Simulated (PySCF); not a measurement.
Molecule: SMILES [CH3][Ge]([NH2])([CH3])[CH3]. Atoms near the plane z = 1.2 Å, at the GFN2-xTB optimised geometry (x, y, z in Å): C1 (1.2, -0.6, 0.0), Ge2 (-0.8, -0.6, 0.0), C4 (-1.5, -1.5, 1.6), N5 (-1.6, 1.1, 0.0), H6 (1.5, -1.6, 0.0), H7 (1.6, -0.1, 0.9), H12 (-2.6, -1.4, 1.7), H13 (-1.2, -2.5, 1.7), H14 (-1.1, -1.0, 2.5), H15 (-1.4, 1.6, 0.8).

Computed with PBE0/def2-TZVP (PySCF). The values are rescaled to run from 0 to 1.

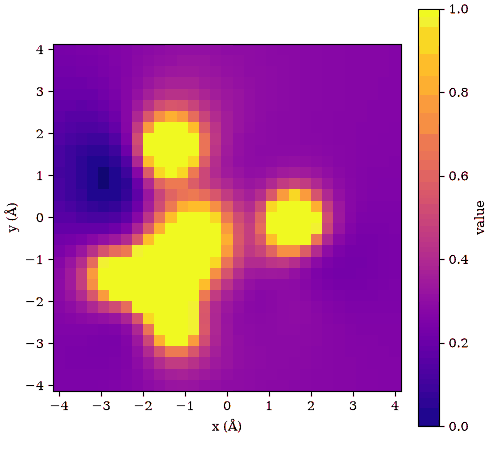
Figure: a field on the plane z = 1.2 Å.

### Question
Which quantity is mapped?
A. electrostatic potential
B. log10 of the electron density
C. an orbital amplitude
D. Laplacian of the electron density

### Answer
A, electrostatic potential. In full: electrostatic potential (hartree/e), clipped to [-0.08, 0.12].
